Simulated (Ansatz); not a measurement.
Si₂NH₇ and related structures: several calculations on one system

**1. Relaxation**

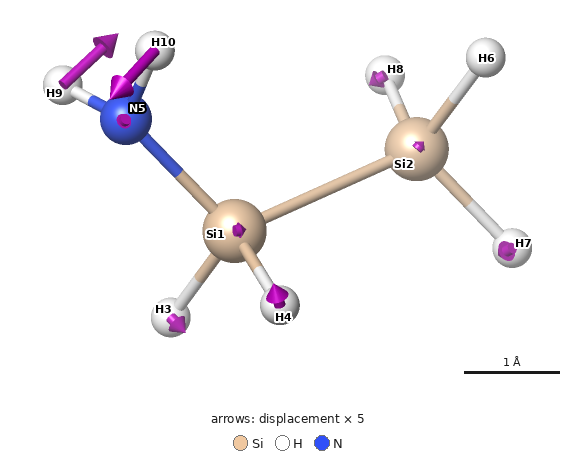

A relaxation of Si₂NH₇. The starting structure is drawn; purple arrows show the displacements, 5 times their true length. The two geometries are superimposed by the best rigid fit.

The picture is a ball-and-stick view, seen at a tilt.

It is one of the separated reactants of a reaction.

Method: RKS PBE0-D4/def2-TZVP in Ansatz 0.2.0.

The input:
```yaml
crystal:
  periodic: [false, false, false]
  atoms:
    - {symbol: Si, position_ang: [-0.687860, -0.209525, -0.991436]}
    - {symbol: Si, position_ang: [0.600686, -1.398746, 0.586398]}
    - {symbol: H, position_ang: [-0.577343, -0.934109, -2.285898]}
    - {symbol: H, position_ang: [-2.096300, -0.251903, -0.515119]}
    - {symbol: N, position_ang: [-0.201998, 1.416880, -1.249467]}
    - {symbol: H, position_ang: [0.571856, -0.710825, 1.925592]}
    - {symbol: H, position_ang: [0.100404, -2.776608, 0.844844]}
    - {symbol: H, position_ang: [2.038805, -1.468193, 0.209678]}
    - {symbol: H, position_ang: [0.555576, 1.610116, -1.884254]}
    - {symbol: H, position_ang: [-0.187399, 2.043727, -0.458207]}
basis:
  gaussian: {orbitals: def2-TZVP}
hamiltonian: {xc: pbe0, dispersion: d4}
relax: {f_tol: 0.005, max_steps: 200}
```

Command:
```bash
ansatz run in.yaml --threads 4 --pin off --events-out ev --progress --plain --max-ram 9574MiB
```

**Atoms of which element are displaced furthest, and by how much?**

Hydrogen: up to 0.17 Å, against 0.03 Å for nitrogen.

**Describe the change and its energy.**

The largest moves after the best rigid fit, 0.17 Å, are those of H9 and H10. By element the largest moves are H 0.17 Å, N 0.03 Å, Si 0.03 Å. Among the contacts that change: Si2–H6 1.506 → 1.491 Å, Si1–N5 1.717 → 1.727 Å, Si1–Si2 2.359 → 2.352 Å. Among the angles between lasting bonds that change: H6–Si2–H7 105.2° → 108.1°, H4–Si1–N5 110.1° → 107.7°. After 8 geometry steps the energy has fallen by 0.018 eV. The largest force component goes from 0.43 to 0.00033 eV/Å.

**2. Relaxation**

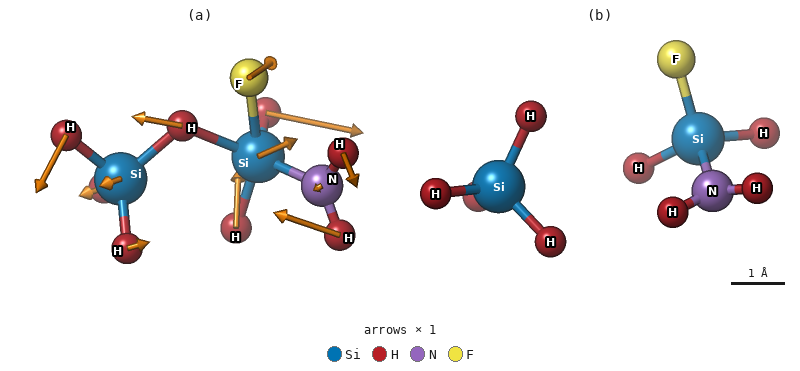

The structure of Si2NH8F (started from a transition state, displaced along its imaginary mode) before (left) and after (right) a relaxation, at one scale. The orange arrows give the displacements, at their true length.

A ball-and-stick model, seen face on.

All numbers below come from Ansatz 0.2.0, RKS PBE0-D4/def2-TZVP.

The input:
```yaml
crystal:
  periodic: [false, false, false]
  atoms:
    - {symbol: Si, position_ang: [-0.735107, 0.359472, -0.419471]}
    - {symbol: Si, position_ang: [0.748580, -1.382833, 0.990482]}
    - {symbol: H, position_ang: [-0.280984, -0.801578, -1.335860]}
    - {symbol: H, position_ang: [-2.167824, 0.026805, -0.223986]}
    - {symbol: N, position_ang: [-0.079908, 1.631768, -1.296686]}
    - {symbol: H, position_ang: [0.003763, 0.001730, 1.103343]}
    - {symbol: F, position_ang: [-0.760514, 1.390931, 1.072881]}
    - {symbol: H, position_ang: [1.140562, -1.415103, 2.417876]}
    - {symbol: H, position_ang: [-0.132583, -2.537492, 0.659771]}
    - {symbol: H, position_ang: [1.951343, -1.378224, 0.117230]}
    - {symbol: H, position_ang: [0.350615, 1.539883, -2.194061]}
    - {symbol: H, position_ang: [-0.037844, 2.564443, -0.891518]}
basis:
  gaussian: {orbitals: def2-TZVP}
hamiltonian: {xc: pbe0, dispersion: d4}
relax: {f_tol: 0.005, max_steps: 200}
```

Launched with:
```bash
ansatz run in.yaml --threads 4 --pin off --events-out ev --progress --plain --max-ram 9574MiB
```

Summarise the run.

Answer. Over 42 accepted moves (45 points after the start) the energy falls by 195.5 kJ/mol. Largest force component: 1.2 eV/Å at the start, 0.0016 eV/Å at the end. The line search rejected the trial steps at points 9, 13, 27 of the run. The largest move after the best rigid fit is that of H4, 1.92 Å. Largest moves by element: H 1.92 Å, F 1.18 Å, Si 0.90 Å, N 0.21 Å. Near-neighbour distances that change, for instance: Si1–H6 1.730 → 3.467 Å, Si1–Si2 2.688 → 4.061 Å, Si1–F7 1.814 → 1.605 Å, Si2–H6 1.576 → 1.484 Å. Bonds break, among them: Si1–H6 (1.73 → 3.47 Å). Among the angles between lasting bonds that change: H3–Si1–F7 156.6° → 105.8°, N5–Si1–F7 90.3° → 114.8°, H4–Si1–N5 128.0° → 108.6°. The run took 4.1 min on 4 threads of Intel Xeon @ 2.50GHz, with other jobs on the host.

**3. Reaction**

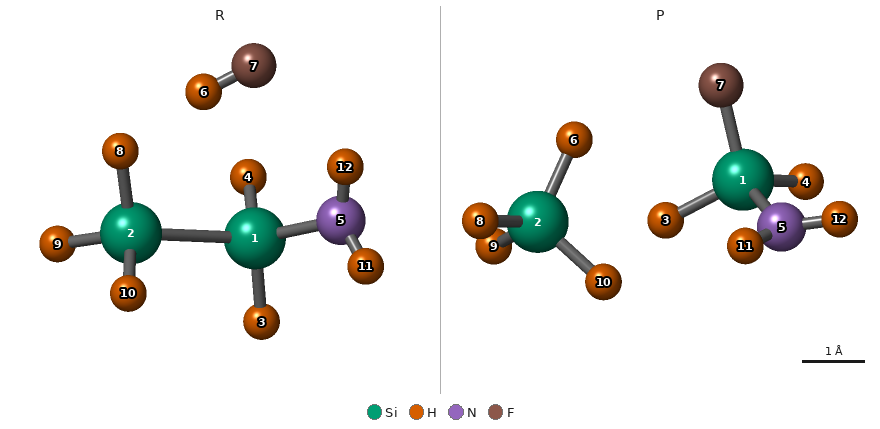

Reactant (R) and product (P) of one elementary step of Si2NH8F. The picture is a ball-and-stick view, seen face on.

Stationary points at PBE0-D4/def2-TZVP, single-point energies with CCSD(T)/CBS, wB97X-V, r2SCAN0-D4, B97M-V, r2SCAN-D4, PBE0-D4 (def2-TZVPP where no basis is named; Ansatz 0.2.0). The energies are electronic, without zero-point or thermal terms, and both ends are the minima reached downhill from the saddle, with any fragments still in contact. CCSD(T)/CBS stands for a frozen-core estimate: MP2 correlation extrapolated from def2-TZVPP and def2-QZVPP, CCSD(T) minus MP2 from the smaller set.

R:
```xyz
12

Si   -0.7088   -0.2022   -0.9781
Si    0.5913   -1.4057    0.5793
H    -0.6324   -0.9317   -2.2723
H    -2.1088   -0.2232   -0.4760
N    -0.2046    1.4164   -1.2496
H     0.1344    0.9046    1.9634
F    -0.1425    1.7857    1.8483
H     0.5969   -0.7139    1.9168
H     0.0762   -2.7756    0.8508
H     2.0211   -1.4967    0.1765
H     0.5439    1.5971   -1.8987
H    -0.1666    2.0450   -0.4605
```

P:
```xyz
12

Si   -1.4491    0.7990   -0.7456
Si    1.2254   -1.5171    1.2482
H    -1.3060   -0.6725   -0.6674
H    -2.5207    1.2473   -1.6617
N     0.0224    1.4480   -1.2779
H     0.3900   -0.4789    1.9008
F    -1.9026    1.2728    0.7188
H     2.3636   -1.8761    2.1311
H     0.4086   -2.7219    0.9629
H     1.7617   -0.9780   -0.0307
H     0.9063    1.0854   -0.9609
H     0.1004    2.3918   -1.6177
```

> What is the transition state like, and how high is the barrier?

Counted by bonded pieces, R holds HF + Si₂H₇N and P holds SiH₄ + SiH₄NF. From R over the saddle to P, bonds form: Si1–F7 (3.50 → 1.99 → 1.60 Å), Si2–H6 (2.73 → 1.83 → 1.48 Å). Bonds break: Si1–Si2 (2.36 → 2.57 → 4.06 Å), H6–F7 (0.93 → 1.18 → 3.12 Å). The saddle has one imaginary mode, 1054i cm⁻¹. With CCSD(T)/CBS the barrier is 138.4 kJ/mol from R and 292.2 kJ/mol from P, and P lies 153.8 kJ/mol below R.

```tsv
level	barrier from R (kJ/mol)	barrier from P (kJ/mol)	P less R (kJ/mol)
CCSD(T)/CBS	138.4	292.2	−153.8
wB97X-V	131.3	284.3	−152.9
r2SCAN0-D4	125.5	275.2	−149.6
B97M-V	125.7	275.2	−149.5
r2SCAN-D4	110.1	256.8	−146.7
PBE0-D4	123.4	256.5	−133.1
```

Against CCSD(T)/CBS, wB97X-V comes closest on the barrier from R (−7.0 kJ/mol) and r2SCAN-D4 misses most (−28.2 kJ/mol).

Saddle geometry:

```xyz
12

Si   -0.6952    0.2462   -0.4908
Si    0.7181   -1.3580    0.9421
H    -0.3035   -0.8425   -1.4526
H    -2.1340    0.0255   -0.2398
N    -0.0818    1.6081   -1.2830
H    -0.0922    0.2631    1.2150
F    -0.6582    1.2965    1.2036
H     1.1163   -1.3752    2.3808
H    -0.1262   -2.5484    0.6682
H     1.9452   -1.3818    0.1081
H     0.3536    1.5455   -2.1854
H    -0.0421    2.5207   -0.8663
```

The saddle point in the same view, with dashed sticks for the bonds that form or break:

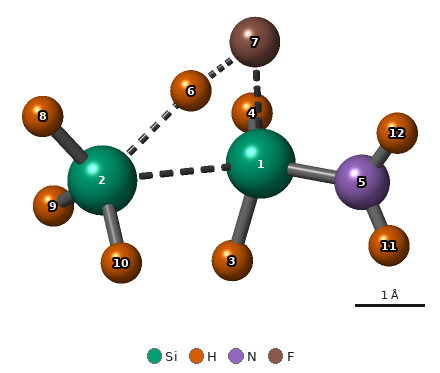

**4. Path**

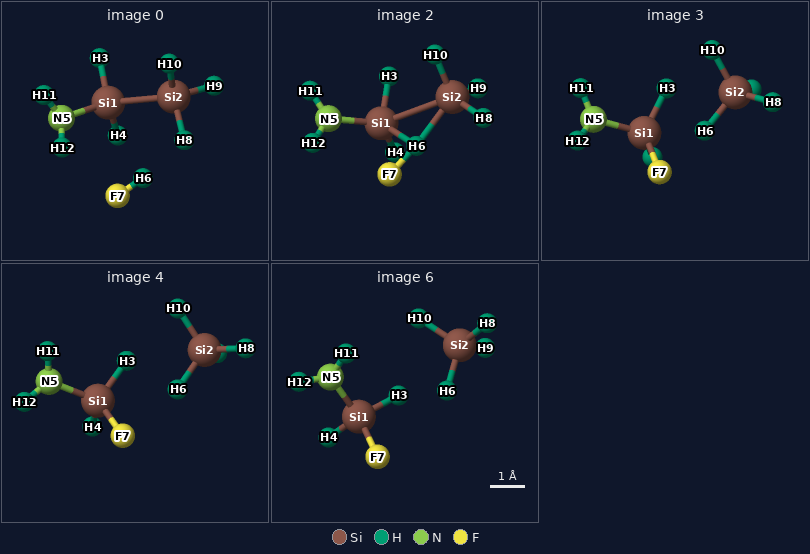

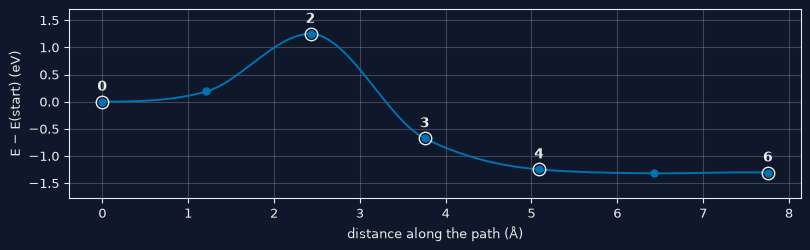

A nudged-elastic-band calculation for Si₂NH₈F. Images are numbered from 0 (start) to 6 (end). The picture is a ball-and-stick view, seen at a tilt.

All numbers below come from RKS PBE0-D4/def2-SVP (Ansatz 0.2.0).

The input:
```yaml
crystal:
  periodic: [false, false, false]
  atoms:
    - {symbol: Si, position_ang: [-0.687860, -0.209525, -0.991436]}
    - {symbol: Si, position_ang: [0.600686, -1.398746, 0.586398]}
    - {symbol: H, position_ang: [-0.577343, -0.934109, -2.285898]}
    - {symbol: H, position_ang: [-2.096300, -0.251903, -0.515119]}
    - {symbol: N, position_ang: [-0.201998, 1.416880, -1.249467]}
    - {symbol: H, position_ang: [0.085495, 0.900831, 1.967848]}
    - {symbol: F, position_ang: [-0.201823, 1.778155, 1.850022]}
    - {symbol: H, position_ang: [0.571856, -0.710825, 1.925592]}
    - {symbol: H, position_ang: [0.100404, -2.776608, 0.844844]}
    - {symbol: H, position_ang: [2.038805, -1.468193, 0.209678]}
    - {symbol: H, position_ang: [0.555576, 1.610116, -1.884254]}
    - {symbol: H, position_ang: [-0.187399, 2.043727, -0.458207]}
basis:
  gaussian: {orbitals: def2-SVP}
hamiltonian: {xc: pbe0, dispersion: d4}
neb:
  images: 5
  climbing: true
  max_iterations: 40
  initial_path: idpp
  final_atoms:
    - {symbol: Si, position_ang: [-1.438937, 0.915043, -0.621451]}
    - {symbol: Si, position_ang: [1.202919, -1.605073, 1.156661]}
    - {symbol: H, position_ang: [-1.416960, -0.562366, -0.528551]}
    - {symbol: H, position_ang: [-2.550197, 1.445689, -1.441294]}
    - {symbol: N, position_ang: [0.025728, 1.426197, -1.302166]}
    - {symbol: H, position_ang: [0.526513, -0.490280, 1.864699]}
    - {symbol: F, position_ang: [-1.708128, 1.443081, 0.869668]}
    - {symbol: H, position_ang: [2.384768, -2.052989, 1.935513]}
    - {symbol: H, position_ang: [0.261507, -2.736416, 0.972797]}
    - {symbol: H, position_ang: [1.659532, -1.129500, -0.177172]}
    - {symbol: H, position_ang: [0.901064, 0.990758, -1.062704]}
    - {symbol: H, position_ang: [0.152290, 2.355656, -1.666000]}
```

Run as
```bash
ansatz run in.yaml --threads 4 --pin off --events-out ev --progress --plain --max-ram 9574MiB
```

> Describe the mechanism and the energy profile.

Breaking: H6–F7 (0.93 → 1.18 at the top → 3.12 Å), Si1–Si2 (2.36 → 2.59 at the top → 4.06 Å). Forming: Si1–F7 (3.50 → 1.97 at the top → 1.60 Å), Si2–H6 (2.73 → 1.82 at the top → 1.48 Å). The highest point, image 2, lies 1.25 eV above the start and 2.56 eV above the end; the end is at −1.31 eV relative to the start. Image 5 lies below both ends, at −1.32 eV, so an end isn't at the bottom of its valley. The band converged in 20 iterations. The largest component of the band force went from 5.3 to 0.049 eV/Å. The climbing image converged on the top of the path. Its curvatures weren't checked. The largest force component is 0.29 eV/Å at the start and 0.91 eV/Å at the end; an end with forces this large is no minimum, and the barrier measured from it can be far off.

The run took 7.6 min on 4 threads of Intel Xeon @ 2.50GHz (shared host).
